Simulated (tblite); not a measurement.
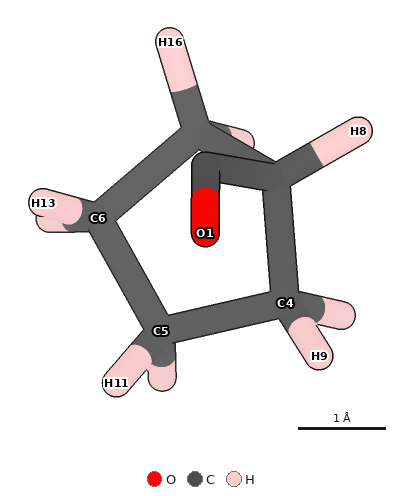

*The starting structure (stick view, seen at a tilt; atoms are numbered from 1 in the order of the input).*

Bond lengths as drawn: C–C 1.46 to 1.54 Å, C–H 1.09 to 1.11 Å and C–O 1.22 Å.

**Run report: C6H9O, geometry relaxation (part 1 of 4)**

- system: C6H9O, multiplicity 2, SMILES O=[C]C1CCCC1
- method: GFN2-xTB geometry optimisation, gas phase (tblite 0.8.0)

It belongs to a series of runs on one base structure; here: X = H replaced by cPent.

## Input
```
{"job": {"kind": "relax", "xc": "GFN2-xTB", "basis": "xTB"}, "charge": 0, "multiplicity": 2}
O      1.837700    -0.397200     1.861900
C      1.356700     0.496100     1.180300
C      1.063900     0.414300    -0.250100
C      0.521900    -0.937600    -0.652400
C     -0.789300    -0.986300     0.103200
C     -1.150500     0.436700     0.473300
C     -0.223900     1.237400    -0.425600
H      1.857000     0.796100    -0.904100
H      1.236900    -1.722700    -0.317400
H      0.349400    -1.051900    -1.719700
H     -0.744900    -1.603300     1.018200
H     -1.557100    -1.358600    -0.599900
H     -0.937900     0.570100     1.559500
H     -2.177000     0.654700     0.183100
H     -0.568400     1.182500    -1.463700
H     -0.082100     2.278700    -0.058100
```

The first line tells a small driver script what to run in tblite; the rest is the geometry in Å.

Hardware: 1 CPU thread, shared host.

Command:
```bash
OMP_NUM_THREADS=1 python <driver script> task.json out
```

## Output
```
step      E/eV     max force
  0    -582.43275    3.661
  1    -582.53672    5.405
  2    -582.68643    1.138
  3    -582.73546    0.949
  4    -582.80980    0.494
  5    -582.84519    0.401
  6    -582.86184    0.368
  7    -582.87058    0.264
  8    -582.87636    0.185
  9    -582.88076    0.165
 10    -582.88469    0.165
 11    -582.88890    0.190
 12    -582.89355    0.179
 13    -582.89842    0.211
 14    -582.90300    0.182
 15    -582.90696    0.145
 16    -582.91043    0.145
 17    -582.91369    0.134
 18    -582.91708    0.161
 19    -582.92099    0.132
 20    -582.92532    0.176
 21    -582.92933    0.164
 22    -582.93225    0.102
 23    -582.93401    0.068
 24    -582.93503    0.069
 25    -582.93564    0.069
 26    -582.93600    0.050
 27    -582.93623    0.039
 28    -582.93644    0.037
 29    -582.93667    0.035
 30    -582.93687    0.036
 31    -582.93703    0.031
 32    -582.93717    0.034
 33    -582.93734    0.034
 34    -582.93755    0.038
 35    -582.93779    0.046
 36    -582.93808    0.044
 37    -582.93842    0.046
 38    -582.93880    0.045
 39    -582.93913    0.042
 40    -582.93939    0.040
 41    -582.93963    0.038
 42    -582.93994    0.048
 43    -582.94027    0.041
 44    -582.94056    0.038
 45    -582.94079    0.043
 46    -582.94104    0.044
 47    -582.94138    0.086
 48    -582.94178    0.115
 49    -582.94230    0.063
 50    -582.94298    0.118
 51    -582.94334    0.066
 52    -582.94390    0.086
 53    -582.94433    0.036
 54    -582.94452    0.106
 55    -582.94468    0.028
 56    -582.94482    0.026
 57    -582.94507    0.030
 58    -582.94516    0.031
 59    -582.94530    0.025
 60    -582.94543    0.025
 61    -582.94556    0.023
 62    -582.94564    0.078
 63    -582.94570    0.016
 64    -582.94573    0.013
 65    -582.94577    0.013
 66    -582.94579    0.011
 67    -582.94583    0.013
 68    -582.94586    0.013
 69    -582.94588    0.013
 70    -582.94591    0.014
 71    -582.94596    0.018
 72    -582.94606    0.021
 73    -582.94619    0.027
 74    -582.94633    0.033
 75    -582.94651    0.039
 76    -582.94683    0.044
 77    -582.94750    0.056
 78    -582.94837    0.123
 79    -582.94930    0.091
 80    -582.95062    0.108
 81    -582.95189    0.095
 82    -582.95285    0.134
 83    -582.95453    0.170
 84    -582.95600    0.115
 85    -582.95712    0.114
 86    -582.95811    0.164
 87    -582.95948    0.238
 88    -582.96023    0.281
 89    -582.96138    0.262
 90    -582.96212    0.190
 91    -582.96309    0.054
 92    -582.96401    0.089
 93    -582.96476    0.117
 94    -582.96539    0.090
 95    -582.96611    0.072
 96    -582.96684    0.133
 97    -582.96766    0.180
 98    -582.96812    0.141
 99    -582.96876    0.076
100    -582.96919    0.048
101    -582.96953    0.049
102    -582.96980    0.037
103    -582.97007    0.040
104    -582.97031    0.072
105    -582.97054    0.080
106    -582.97068    0.036
107    -582.97073    0.056
108    -582.97076    0.015
109    -582.97079    0.022
110    -582.97081    0.009
```

## Trajectory as extended XYZ (Å, eV, eV/Å), 50 of the 111 frames kept, from step=0 to step=110
```
16
Properties=species:S:1:pos:R:3:forces:R:3 step=0 energy=-582.43275
O     1.8377   -0.3972    1.8619   -0.9410   1.9880  -0.7940
C     1.3567    0.4961    1.1803    2.1130  -2.5580   1.5480
C     1.0639    0.4143   -0.2501   -0.8050   1.4410  -1.5630
C     0.5219   -0.9376   -0.6524    1.2220  -1.3590   0.7760
C    -0.7893   -0.9863    0.1032   -1.1250  -1.2390  -0.1600
C    -1.1505    0.4367    0.4733   -0.2560   0.2970  -0.0070
C    -0.2239    1.2374   -0.4256    0.4380   1.0850   0.6140
H     1.8570    0.7961   -0.9041    0.1800  -0.1090   0.4010
H     1.2369   -1.7227   -0.3174   -0.4980   0.2130  -0.3040
H     0.3494   -1.0519   -1.7197    0.2510   0.2420  -0.0490
H    -0.7449   -1.6033    1.0182   -0.0630   0.0000  -0.6270
H    -1.5571   -1.3586   -0.5999    0.1640  -0.3020   0.5990
H    -0.9379    0.5701    1.5595   -0.3400   0.4170  -0.8040
H    -2.1770    0.6547    0.1831   -0.1660   0.0650   0.6590
H    -0.5684    1.1825   -1.4637    0.0630   0.3490   0.2590
H    -0.0821    2.2787   -0.0581   -0.2380  -0.5310  -0.5470
16
Properties=species:S:1:pos:R:3:forces:R:3 step=2 energy=-582.68643
O     1.8366   -0.3901    1.8739   -0.2010   0.5190  -0.1220
C     1.3869    0.4765    1.1833    0.9170  -0.6740  -0.0170
C     1.0457    0.4432   -0.2822   -0.0320  -0.2170   0.2600
C     0.5442   -0.9631   -0.6370   -0.5570   0.4560  -0.1580
C    -0.8113   -1.0117    0.0995    0.3130   0.2190  -0.0580
C    -1.1557    0.4418    0.4709   -0.0010  -0.1960  -0.3530
C    -0.2163    1.2591   -0.4134   -0.3800  -0.2100  -0.2320
H     1.8635    0.7944   -0.8956    0.3590   0.0860  -0.0040
H     1.2287   -1.7217   -0.3230    0.3430  -0.4980   0.1440
H     0.3568   -1.0464   -1.7187    0.3140   0.0600   0.2720
H    -0.7473   -1.6053    1.0039   -0.1470  -0.3150  -0.0930
H    -1.5561   -1.3687   -0.5870   -0.3990  -0.5590  -0.0130
H    -0.9469    0.5814    1.5398   -0.2210   0.3380  -0.3320
H    -2.1823    0.6569    0.2004   -0.2710   0.1190   0.4650
H    -0.5665    1.1927   -1.4554    0.0430   0.4210   0.3260
H    -0.0877    2.2698   -0.0705   -0.0810   0.4500  -0.0860
16
Properties=species:S:1:pos:R:3:forces:R:3 step=4 energy=-582.80980
O     1.8402   -0.3870    1.8925   -0.0160   0.0920  -0.0560
C     1.4354    0.4623    1.1620    0.4630   0.0350  -0.0020
C     1.0423    0.4423   -0.2819    0.3260  -0.1100   0.0650
C     0.5338   -0.9577   -0.6348    0.3630  -0.3110   0.1240
C    -0.8103   -1.0134    0.0921   -0.3330  -0.2030  -0.0880
C    -1.1618    0.4347    0.4522   -0.2770   0.0770   0.0290
C    -0.2292    1.2622   -0.4144    0.2330   0.1540   0.2410
H     1.8827    0.7972   -0.8903   -0.0940  -0.0590   0.1230
H     1.2373   -1.7413   -0.3202   -0.2430   0.1880  -0.0570
H     0.3766   -1.0410   -1.7070    0.1270   0.0110  -0.1490
H    -0.7563   -1.6236    0.9925   -0.0660  -0.0980  -0.1100
H    -1.5750   -1.4035   -0.5794   -0.0060  -0.2590   0.1390
H    -0.9625    0.6052    1.5132   -0.0500   0.1630  -0.0910
H    -2.1997    0.6638    0.2334   -0.1890   0.0030   0.1720
H    -0.5654    1.2208   -1.4401   -0.1120   0.2590  -0.3130
H    -0.0959    2.2879   -0.0813   -0.1280   0.0580  -0.0260
16
Properties=species:S:1:pos:R:3:forces:R:3 step=7 energy=-582.87058
O     1.8453   -0.3843    1.9078    0.0340  -0.0110  -0.0320
C     1.5110    0.4647    1.1434    0.1630   0.1990   0.0610
C     1.0550    0.4339   -0.2747   -0.0790   0.0110   0.0450
C     0.5386   -0.9682   -0.6295   -0.1320   0.0550  -0.0490
C    -0.8281   -1.0260    0.0819   -0.0010   0.0370   0.0150
C    -1.1825    0.4342    0.4391    0.0170   0.0290   0.0230
C    -0.2244    1.2699   -0.4083   -0.0060  -0.0480  -0.0590
H     1.8914    0.7946   -0.8803   -0.0910  -0.0640  -0.0670
H     1.2298   -1.7493   -0.3178   -0.0750  -0.0170   0.0780
H     0.4039   -1.0365   -1.7085    0.0470  -0.0210  -0.0700
H    -0.7692   -1.6448    0.9762   -0.0210   0.0370   0.0240
H    -1.5915   -1.4526   -0.5667    0.0310  -0.0490  -0.0480
H    -0.9775    0.6344    1.4902    0.0390  -0.0650   0.1080
H    -2.2305    0.6694    0.2682   -0.0350  -0.0310  -0.1350
H    -0.5673    1.2641   -1.4450    0.1240   0.0570  -0.0270
H    -0.1116    2.3054   -0.0874   -0.0140  -0.1190   0.1330
16
Properties=species:S:1:pos:R:3:forces:R:3 step=9 energy=-582.88076
O     1.8478   -0.3828    1.9048    0.0390   0.0910  -0.0070
C     1.5337    0.4796    1.1465    0.0600  -0.0460  -0.0690
C     1.0550    0.4319   -0.2689   -0.1030   0.0760  -0.0260
C     0.5336   -0.9685   -0.6313   -0.0840   0.0870   0.0210
C    -0.8332   -1.0260    0.0811    0.0350   0.0400  -0.0020
C    -1.1865    0.4366    0.4403    0.0200  -0.0580  -0.0450
C    -0.2218    1.2681   -0.4098   -0.1300  -0.0220   0.0370
H     1.8837    0.7890   -0.8835   -0.0210  -0.0370  -0.1010
H     1.2204   -1.7485   -0.3124   -0.0370  -0.0680   0.0680
H     0.4107   -1.0378   -1.7154    0.0260   0.0110   0.0740
H    -0.7725   -1.6446    0.9759   -0.0110   0.0480   0.0200
H    -1.5905   -1.4625   -0.5679   -0.0050   0.0060  -0.0380
H    -0.9762    0.6333    1.4957   -0.0300  -0.0680  -0.0580
H    -2.2374    0.6675    0.2622    0.0780  -0.0130  -0.0730
H    -0.5595    1.2744   -1.4512    0.1400   0.0070   0.0870
H    -0.1151    2.2992   -0.0775    0.0220  -0.0540   0.1120
16
Properties=species:S:1:pos:R:3:forces:R:3 step=11 energy=-582.88890
O     1.8537   -0.3761    1.9024    0.0480   0.1220  -0.0010
C     1.5545    0.4904    1.1428   -0.0310  -0.1240  -0.1410
C     1.0494    0.4354   -0.2666    0.0700  -0.0180  -0.0400
C     0.5268   -0.9649   -0.6300    0.0910  -0.0380   0.0800
C    -0.8367   -1.0247    0.0801   -0.0260  -0.0520  -0.0300
C    -1.1893    0.4348    0.4390   -0.0440  -0.0680  -0.0460
C    -0.2266    1.2664   -0.4067    0.0210   0.0470   0.1070
H     1.8743    0.7814   -0.8937   -0.0310   0.0040  -0.0870
H     1.2081   -1.7505   -0.3035   -0.0460   0.0060   0.0280
H     0.4174   -1.0379   -1.7162   -0.0130   0.0270   0.1130
H    -0.7757   -1.6402    0.9771   -0.0060   0.0300   0.0060
H    -1.5889   -1.4690   -0.5714   -0.0170   0.0400  -0.0030
H    -0.9773    0.6266    1.4964   -0.0800  -0.0460  -0.1140
H    -2.2373    0.6648    0.2510    0.0290   0.0070  -0.0160
H    -0.5435    1.2829   -1.4516    0.0290   0.0030   0.0450
H    -0.1165    2.2897   -0.0604    0.0060   0.0590   0.0980
16
Properties=species:S:1:pos:R:3:forces:R:3 step=13 energy=-582.89842
O     1.8664   -0.3598    1.9025    0.0610   0.0550   0.0120
C     1.5834    0.4960    1.1251   -0.0570  -0.0070  -0.0500
C     1.0469    0.4378   -0.2670    0.1550  -0.1140  -0.0340
C     0.5226   -0.9628   -0.6228    0.1050  -0.1320   0.0430
C    -0.8427   -1.0273    0.0761   -0.0400  -0.0700  -0.0170
C    -1.1962    0.4273    0.4318   -0.0360   0.0270  -0.0330
C    -0.2308    1.2678   -0.3960    0.1990   0.0550   0.0420
H     1.8617    0.7728   -0.9133   -0.0410   0.0460  -0.0790
H     1.1910   -1.7554   -0.2891    0.0330   0.0270   0.0260
H     0.4269   -1.0358   -1.7079   -0.0560  -0.0040   0.0290
H    -0.7814   -1.6344    0.9780   -0.0160  -0.0160   0.0070
H    -1.5905   -1.4780   -0.5756   -0.0190   0.0390  -0.0090
H    -0.9866    0.6168    1.4869   -0.0980  -0.0370  -0.0070
H    -2.2383    0.6626    0.2383   -0.0930   0.0180  -0.0260
H    -0.5211    1.2972   -1.4465   -0.0870   0.0300   0.0170
H    -0.1190    2.2841   -0.0317   -0.0120   0.0830   0.0790
16
Properties=species:S:1:pos:R:3:forces:R:3 step=16 energy=-582.91043
O     1.8911   -0.3303    1.9043    0.0580  -0.0180   0.0380
C     1.6195    0.5033    1.0995    0.0290   0.0960   0.0750
C     1.0572    0.4292   -0.2717   -0.0320   0.0100  -0.0180
C     0.5226   -0.9718   -0.6110   -0.0450  -0.0120  -0.0480
C    -0.8520   -1.0346    0.0700    0.0260   0.0590   0.0240
C    -1.2072    0.4221    0.4170    0.0270   0.0530   0.0190
C    -0.2181    1.2732   -0.3795   -0.0310  -0.0350  -0.0250
H     1.8424    0.7671   -0.9508    0.0220   0.0130  -0.0390
H     1.1778   -1.7641   -0.2649    0.1340  -0.0520   0.0150
H     0.4328   -1.0361   -1.6945   -0.0470  -0.1080  -0.0620
H    -0.7926   -1.6302    0.9799   -0.0560  -0.0430  -0.0190
H    -1.5958   -1.4870   -0.5840    0.0050   0.0090  -0.0170
H    -1.0132    0.5992    1.4752   -0.1010  -0.0020   0.0730
H    -2.2494    0.6623    0.2166    0.0160   0.0160  -0.0730
H    -0.5011    1.3226   -1.4333   -0.0740   0.0800   0.0670
H    -0.1217    2.2840    0.0157    0.0670  -0.0670  -0.0110
16
Properties=species:S:1:pos:R:3:forces:R:3 step=18 energy=-582.91708
O     1.9082   -0.3144    1.9058    0.0320   0.0360  -0.0060
C     1.6332    0.5128    1.0948    0.0450  -0.0090  -0.0200
C     1.0636    0.4236   -0.2764   -0.0820   0.0740   0.0120
C     0.5232   -0.9806   -0.6082    0.0070   0.0620  -0.0080
C    -0.8549   -1.0347    0.0692    0.0310   0.0230   0.0010
C    -1.2106    0.4245    0.4125   -0.0070  -0.0630   0.0560
C    -0.2096    1.2740   -0.3719   -0.1520  -0.0410   0.0330
H     1.8329    0.7664   -0.9740    0.0240  -0.0380   0.0530
H     1.1832   -1.7698   -0.2524    0.0270   0.0170  -0.0570
H     0.4282   -1.0464   -1.6929    0.0060  -0.1300   0.0080
H    -0.8024   -1.6307    0.9802   -0.0590  -0.0220  -0.0440
H    -1.5968   -1.4857   -0.5900    0.0280   0.0160   0.0140
H    -1.0361    0.5881    1.4773   -0.0860   0.0550   0.0160
H    -2.2530    0.6635    0.1968    0.1130   0.0170  -0.0540
H    -0.5008    1.3395   -1.4218   -0.0410   0.0760   0.0350
H    -0.1160    2.2790    0.0396    0.1140  -0.0720  -0.0380
16
Properties=species:S:1:pos:R:3:forces:R:3 step=20 energy=-582.92532
O     1.9326   -0.2924    1.9074   -0.0050   0.0980  -0.0900
C     1.6541    0.5250    1.0867    0.0150  -0.1080  -0.1170
C     1.0656    0.4217   -0.2818   -0.0330   0.0110   0.0170
C     0.5249   -0.9879   -0.6050    0.0510   0.0460   0.0430
C    -0.8566   -1.0342    0.0681    0.0030  -0.0720  -0.0150
C    -1.2156    0.4230    0.4112   -0.0370  -0.0940   0.0410
C    -0.2089    1.2725   -0.3600   -0.0350   0.0150   0.0530
H     1.8226    0.7625   -0.9977   -0.0170  -0.0520   0.1410
H     1.1919   -1.7746   -0.2419   -0.0940   0.1170  -0.0920
H     0.4233   -1.0701   -1.6903    0.0640  -0.0780   0.0850
H    -0.8194   -1.6338    0.9769   -0.0160  -0.0230  -0.0220
H    -1.5956   -1.4832   -0.5964    0.0310   0.0240   0.0070
H    -1.0720    0.5793    1.4819   -0.0380   0.0830  -0.0160
H    -2.2499    0.6665    0.1679    0.0590  -0.0020  -0.0250
H    -0.5047    1.3672   -1.4049   -0.0370   0.0230  -0.0130
H    -0.0999    2.2674    0.0664    0.0890   0.0100   0.0040
16
Properties=species:S:1:pos:R:3:forces:R:3 step=22 energy=-582.93225
O     1.9586   -0.2653    1.9059   -0.0050   0.0450  -0.0890
C     1.6832    0.5333    1.0664   -0.0230  -0.0390  -0.0870
C     1.0642    0.4201   -0.2859   -0.0030  -0.0580  -0.0080
C     0.5262   -0.9912   -0.5987   -0.0270  -0.0180   0.0200
C    -0.8591   -1.0383    0.0656   -0.0300  -0.0410   0.0190
C    -1.2237    0.4159    0.4096   -0.0020   0.0300  -0.0080
C    -0.2107    1.2724   -0.3450    0.0870   0.0450   0.0050
H     1.8111    0.7545   -1.0140   -0.0130  -0.0140   0.1000
H     1.1923   -1.7747   -0.2340   -0.0490   0.0760  -0.0080
H     0.4265   -1.0960   -1.6813    0.0640   0.0000   0.0320
H    -0.8376   -1.6392    0.9722    0.0350  -0.0510   0.0260
H    -1.5945   -1.4843   -0.6030    0.0110   0.0100  -0.0400
H    -1.1103    0.5763    1.4825    0.0060   0.0470  -0.0020
H    -2.2465    0.6688    0.1392   -0.0460  -0.0380  -0.0200
H    -0.5065    1.3993   -1.3875   -0.0300  -0.0330   0.0110
H    -0.0808    2.2573    0.0967    0.0260   0.0390   0.0490
```
